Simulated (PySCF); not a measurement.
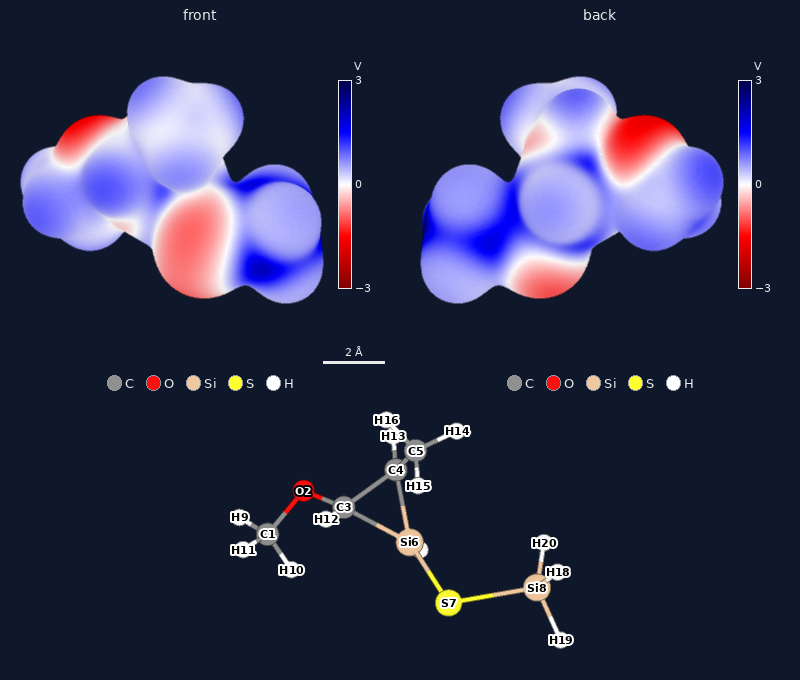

The picture shows: C$_{4}$H$_{12}$OSSi$_{2}$. The molecular electrostatic potential painted on the density surface at 0.004 e/bohr³, seen from the front and from behind; the colour scale runs from red (negative) to blue (positive). The bare structure is drawn below in the same view.

Geometry: GFN2-xTB.

All numbers below come from PySCF 2.14.0, PBE0/pcSseg-1, SCF density, gas phase, non-relativistic.

```xyz
20

C    -2.8567   -1.6684   -0.8692
O    -2.3613   -0.3611   -0.9889
C    -1.3279   -0.0873   -0.0916
C    -0.4239    1.0801   -0.5065
C    -0.1272    2.1314    0.5366
Si    0.4293   -0.6066   -0.5597
S     1.7547   -1.1370    1.0330
Si    3.6498   -0.2885    0.4588
H    -3.6178   -1.7901   -1.6373
H    -2.0526   -2.4020   -1.0192
H    -3.3027   -1.8371    0.1183
H    -1.6529   -0.0985    0.9502
H    -0.7305    1.5022   -1.4572
H     0.6643    2.7970    0.1961
H     0.1889    1.6669    1.4688
H    -1.0159    2.7296    0.7368
H     0.7245   -1.2238   -1.8354
H     3.9972    0.6707    1.4951
H     4.5755   -1.4094    0.4003
H     3.4798    0.3427   -0.8419
```

### Which sites attract a positive test charge, and which a negative one?

A positive charge is drawn to the negative regions and a negative charge to the positive ones. The most negative region (about −1.6 V, or −37 kcal/mol for a unit charge) lies over O2, the most positive (about +2.4 V, or +55 kcal/mol for a unit charge) over Si8. O2 is the likeliest acceptor of a hydrogen bond.
